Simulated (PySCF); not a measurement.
# CF3SO3H: NMR shifts at several levels of theory, part 2 of 2

PySCF 2.14.0. Atoms count from 0.

## 6. Shielding tensors: PBE0/6-31G

What the job is given:

```
{"job": {"kind": "nmr", "xc": "PBE0", "basis": "6-31G", "pop": true}, "charge": 0, "multiplicity": 1}
O     -0.755313    -0.045942     1.715848
S     -0.755979    -0.283576     0.290875
O     -1.400071    -1.397061    -0.346329
O     -1.248278     1.050383    -0.463044
C      1.017051    -0.283097    -0.253097
F      1.570189     0.870116     0.089041
F      1.641033    -1.271245     0.352968
F      1.093351    -0.438846    -1.556814
H     -1.149232     1.802243     0.143575
```

Method: GIAO PBE0/6-31G NMR shielding, non-relativistic, gas phase.

The log of the run:

```text
coarse grid: 9848 points
cycle   1  E = -960.3606018063  dE =  2.864e+00  |g| = 1.546e+00  |ddm| = 3.714e+00
cycle   2  E = -958.8953805132  dE =  1.465e+00  |g| = 3.044e+00  |ddm| = 5.335e+00
cycle   3  E = -960.8689347949  dE = -1.974e+00  |g| = 4.491e-01  |ddm| = 3.909e+00
cycle   4  E = -960.9046628330  dE = -3.573e-02  |g| = 1.886e-01  |ddm| = 6.183e-01
cycle   5  E = -960.9106130870  dE = -5.950e-03  |g| = 6.058e-02  |ddm| = 2.146e-01
cycle   6  E = -960.9114152095  dE = -8.021e-04  |g| = 2.093e-02  |ddm| = 8.429e-02
cycle   7  E = -960.9114949176  dE = -7.971e-05  |g| = 6.850e-03  |ddm| = 2.585e-02
cycle   8  E = -960.9115047723  dE = -9.855e-06  |g| = 6.578e-04  |ddm| = 8.064e-03
final grid: 96768 points
cycle   9  E = -960.8751770125  dE = -1.471e-05  |g| = 7.546e-03  |ddm| = 2.003e-02
cycle  10  E = -960.8751650172  dE =  1.200e-05  |g| = 1.081e-02  |ddm| = 1.836e-02
cycle  11  E = -960.8751884952  dE = -2.348e-05  |g| = 1.141e-03  |ddm| = 1.161e-02
cycle  12  E = -960.8751887750  dE = -2.799e-07  |g| = 4.188e-04  |ddm| = 1.776e-03
cycle  13  E = -960.8751888075  dE = -3.251e-08  |g| = 1.065e-04  |ddm| = 4.850e-04
cycle  14  E = -960.8751888094  dE = -1.877e-09  |g| = 5.455e-05  |ddm| = 1.555e-04
cycle  15  E = -960.8751888099  dE = -5.318e-10  |g| = 1.897e-05  |ddm| = 6.537e-05
converged SCF energy = -960.8751888099

GIAO shielding tensors (ppm)
atom      isotropic    diamagn.    paramagn.     s11        s22        s33       span
  0 O      113.200     397.239    -284.039     48.742    121.160    169.699    120.957
  1 S      259.446    1046.476    -787.030    110.702    187.385    480.251    369.549
  2 O      122.411     394.656    -272.245     62.798    117.967    186.468    123.670
  3 O      140.581     401.629    -261.048     55.683     64.496    301.565    245.882
  4 C       70.875     253.037    -182.162     64.883     72.062     75.680     10.797
  5 F      266.016     474.296    -208.280    212.410    233.045    352.593    140.183
  6 F      263.863     472.638    -208.775    212.185    234.092    345.314    133.129
  7 F      263.272     473.112    -209.840    213.065    232.853    343.897    130.832
  8 H       28.603      29.091      -0.488     22.500     24.820     38.490     15.991
```

Run time: 7.3 s. Hardware: 1 thread, shared host.

In short: δ C4 128.7, O0 200.7, O3 177.9, S1 281, H8 4.01 ppm (means over like atoms).

## 7. NMR shieldings: PBE0/6-31G*

Settings changed since step 6:

```diff
@@ -1,2 +1,2 @@
-{"job": {"kind": "nmr", "xc": "PBE0", "basis": "6-31G", "pop": true}, "charge": 0, "multiplicity": 1}
+{"job": {"kind": "nmr", "xc": "PBE0", "basis": "6-31G*", "pop": true}, "charge": 0, "multiplicity": 1}
 O     -0.755313    -0.045942     1.715848
```

With the program's defaults for keys left out, this is: GIAO PBE0/6-31G* NMR shielding, non-relativistic, gas phase.

The log of the run:

```text
coarse grid: 9848 points
cycle   1  E = -960.9220082892  dE =  2.287e+00  |g| = 1.493e+00  |ddm| = 3.547e+00
cycle   2  E = -959.8158947622  dE =  1.106e+00  |g| = 2.897e+00  |ddm| = 3.290e+00
cycle   3  E = -961.3283665625  dE = -1.512e+00  |g| = 2.416e-01  |ddm| = 2.370e+00
cycle   4  E = -961.3343576013  dE = -5.991e-03  |g| = 1.648e-01  |ddm| = 3.024e-01
cycle   5  E = -961.3392563689  dE = -4.899e-03  |g| = 2.615e-02  |ddm| = 1.340e-01
cycle   6  E = -961.3393855864  dE = -1.292e-04  |g| = 8.506e-03  |ddm| = 2.724e-02
cycle   7  E = -961.3393970330  dE = -1.145e-05  |g| = 3.416e-03  |ddm| = 8.760e-03
cycle   8  E = -961.3393992148  dE = -2.182e-06  |g| = 7.484e-04  |ddm| = 3.011e-03
final grid: 96768 points
cycle   9  E = -961.3024318448  dE = -2.082e-05  |g| = 7.612e-03  |ddm| = 1.955e-02
cycle  10  E = -961.3024213491  dE =  1.050e-05  |g| = 1.085e-02  |ddm| = 1.430e-02
cycle  11  E = -961.3024426288  dE = -2.128e-05  |g| = 1.278e-03  |ddm| = 8.326e-03
cycle  12  E = -961.3024429498  dE = -3.211e-07  |g| = 3.308e-04  |ddm| = 1.338e-03
cycle  13  E = -961.3024429675  dE = -1.762e-08  |g| = 1.317e-04  |ddm| = 3.389e-04
cycle  14  E = -961.3024429706  dE = -3.189e-09  |g| = 3.843e-05  |ddm| = 1.247e-04
cycle  15  E = -961.3024429709  dE = -2.485e-10  |g| = 1.510e-05  |ddm| = 3.850e-05
converged SCF energy = -961.3024429709

GIAO shielding tensors (ppm)
atom      isotropic    diamagn.    paramagn.     s11        s22        s33       span
  0 O      137.139     396.312    -259.173     89.549    139.249    182.617     93.067
  1 S      256.872    1048.782    -791.910    111.065    206.702    452.849    341.784
  2 O      147.988     394.374    -246.386    112.046    152.580    179.338     67.292
  3 O      156.035     398.217    -242.181     81.701     95.159    291.246    209.545
  4 C       75.344     250.971    -175.626     65.719     78.790     81.524     15.805
  5 F      283.027     474.053    -191.026    229.277    258.491    361.313    132.036
  6 F      284.927     471.691    -186.764    230.820    267.783    356.177    125.357
  7 F      282.605     472.735    -190.130    231.160    260.708    355.946    124.786
  8 H       27.498      28.383      -0.885     22.279     23.316     36.899     14.621
```

It took 10 s on 1 thread, shared host.

In short: δ C4 118.8, O0 181.6, O3 168.1, S1 289, H8 4.47 ppm (means over like atoms).

## 8. Nuclear shieldings: PBE0/6-311+G(2d,p)

Settings changed since step 7:

```diff
@@ -1,2 +1,2 @@
-{"job": {"kind": "nmr", "xc": "PBE0", "basis": "6-31G*", "pop": true}, "charge": 0, "multiplicity": 1}
+{"job": {"kind": "nmr", "xc": "PBE0", "basis": "6-311+G(2d,p)", "pop": true}, "charge": 0, "multiplicity": 1}
 O     -0.755313    -0.045942     1.715848
```

Method: GIAO PBE0/6-311+G(2d,p) NMR shielding, non-relativistic, gas phase.

The log of the run:

```text
coarse grid: 9848 points
cycle   1  E = -961.1309678903  dE =  2.266e+00  |g| = 1.521e+00  |ddm| = 3.163e+00
cycle   2  E = -959.9162526678  dE =  1.215e+00  |g| = 3.070e+00  |ddm| = 3.436e+00
cycle   3  E = -961.5175558818  dE = -1.601e+00  |g| = 2.665e-01  |ddm| = 2.596e+00
cycle   4  E = -961.5240168260  dE = -6.461e-03  |g| = 1.893e-01  |ddm| = 3.948e-01
cycle   5  E = -961.5299065806  dE = -5.890e-03  |g| = 3.085e-02  |ddm| = 1.670e-01
cycle   6  E = -961.5300773976  dE = -1.708e-04  |g| = 9.816e-03  |ddm| = 3.627e-02
cycle   7  E = -961.5300900175  dE = -1.262e-05  |g| = 4.024e-03  |ddm| = 8.999e-03
cycle   8  E = -961.5300926593  dE = -2.642e-06  |g| = 1.225e-03  |ddm| = 4.142e-03
final grid: 96768 points
cycle   9  E = -961.5629366389  dE = -6.073e-05  |g| = 9.064e-03  |ddm| = 3.432e-02
cycle  10  E = -961.5629208703  dE =  1.577e-05  |g| = 1.262e-02  |ddm| = 1.683e-02
cycle  11  E = -961.5629479780  dE = -2.711e-05  |g| = 2.441e-03  |ddm| = 1.124e-02
cycle  12  E = -961.5629489139  dE = -9.359e-07  |g| = 7.026e-04  |ddm| = 2.179e-03
cycle  13  E = -961.5629489941  dE = -8.027e-08  |g| = 2.460e-04  |ddm| = 7.054e-04
cycle  14  E = -961.5629490047  dE = -1.053e-08  |g| = 5.765e-05  |ddm| = 2.294e-04
cycle  15  E = -961.5629490052  dE = -4.870e-10  |g| = 2.359e-05  |ddm| = 5.835e-05
converged SCF energy = -961.5629490052

GIAO shielding tensors (ppm)
atom      isotropic    diamagn.    paramagn.     s11        s22        s33       span
  0 O      100.777     394.473    -293.696     52.999     97.411    151.922     98.923
  1 S      175.041    1051.618    -876.578      2.724    121.267    401.131    398.407
  2 O      112.581     393.113    -280.532     77.224    110.070    150.448     73.224
  3 O      131.593     388.304    -256.711     43.450     75.991    275.338    231.888
  4 C       62.324     249.459    -187.135     51.662     66.263     69.048     17.386
  5 F      259.633     465.102    -205.469    199.287    236.182    343.430    144.143
  6 F      264.164     464.500    -200.335    204.487    248.862    339.143    134.655
  7 F      259.476     464.373    -204.897    201.991    238.696    337.741    135.750
  8 H       26.588      30.133      -3.545     21.821     22.656     35.287     13.467
```

It took 25 s on 1 thread, shared host.

Key values: δ C4 124.1, O0 219.9, O3 195.0, S1 332, H8 4.92 ppm (means over like atoms).

## 9. Side by side: NMR shifts

Shifts (ppm), means over like atoms, with basis size and wall time (the measured row can stand on another reference than the computed rows):

```csv
run,C4,H8,O0,O3,S1,F5,functions,time
BLYP/pcSseg-1,131.6,4.71,241.4,214.2,320,-101.9,148,18 s
B3LYP/pcSseg-1,127.4,4.87,232.0,206.2,319,-88.8,148,13 s
PBE0/STO-3G,91.8,1.04,134.6,78.4,-18,-77.6,45,3.6 s
PBE0/6-31G,128.7,4.01,200.7,177.9,281,-87.0,78,7.3 s
PBE0/6-31G*,118.8,4.47,181.6,168.1,289,-84.6,118,10 s
"PBE0/6-311+G(2d,p)",124.1,4.92,219.9,195.0,332,-86.3,230,25 s
measured,–,–,–,–,–,-80.0,–,–
```

Measured: G. Saielli, R. Bini, A. Bagno, Computational 19F NMR. 2. Organic compounds, RSC Adv. 2014, ESI (exp. from Berger-Braun-Kalinowski 1994 and Everett 1995).

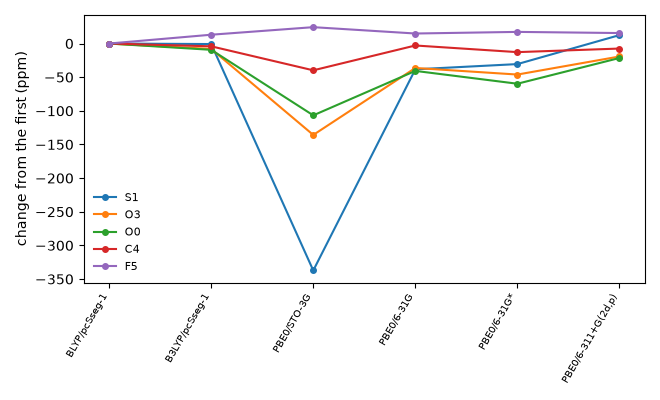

How five of the tabulated atoms move from run to run.

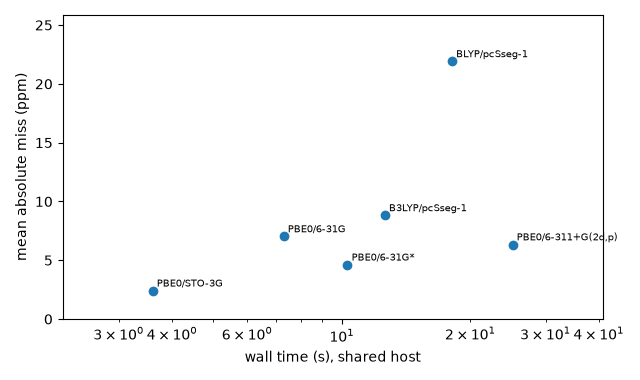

Cost against miss for the one measured ¹⁹F shift.

## 10. Outcome

What follows sums up all 2 parts.

| quantity | value |
| --- | --- |
| point group | C1 |
| rotational constants (main isotopes) | 2.63, 1.57, 1.56 GHz |
| ¹³C shifts against TMS (BLYP/pcSseg-1) | 131.6 ppm |
| ¹H shifts against TMS (BLYP/pcSseg-1) | 4.71 ppm |
| ¹⁷O shifts against H2O (BLYP/pcSseg-1, means over atoms taken as alike) | 241.4, 214.2 ppm |
| ³³S shifts against CS2 (BLYP/pcSseg-1) | 320 ppm |
| ¹⁹F shifts against CFCl3 (BLYP/pcSseg-1, means over atoms taken as alike) | -101.9 ppm |
| measured, and computed on the same scale | F5 δ -80.0, -101.9 ppm |
| range of the shift of S1 | -18 to 332 ppm |
| property runs in this session | 6, of which 0 failed and 1 gave unsound results |

**Reading.** Single values in the summary come from the first run of each kind that ended normally (BLYP/pcSseg-1), which need not be the best level. Over 13 steps the energy fell by 0.098 eV; of the close pairs, S1–O3 changed most, 1.583 to 1.609 Å. At BLYP/pcSseg-1: Shielding is most anisotropic at S1 (span 400 ppm, paramagnetic term -889 ppm). The one measured ¹⁹F shift is missed by -21.9 ppm (computed less measured, unscaled). Vibration, temperature and solvent are missing from the calculation, and it holds one conformer, so part of the miss against the measured shifts is not the functional's. Across the 6 runs the shift of S1 moves most, between -18 (PBE0/STO-3G) and 332 ppm (PBE0/6-311+G(2d,p)). A minimal basis is unusable for shieldings, so that end is no result. For the one measured ¹⁹F shift, PBE0/STO-3G misses least (2.4 ppm, 3.6 s) and BLYP/pcSseg-1 most (21.9 ppm, 18 s). One molecule ranks no method: errors cancel, and vibration and temperature are missing from all runs.
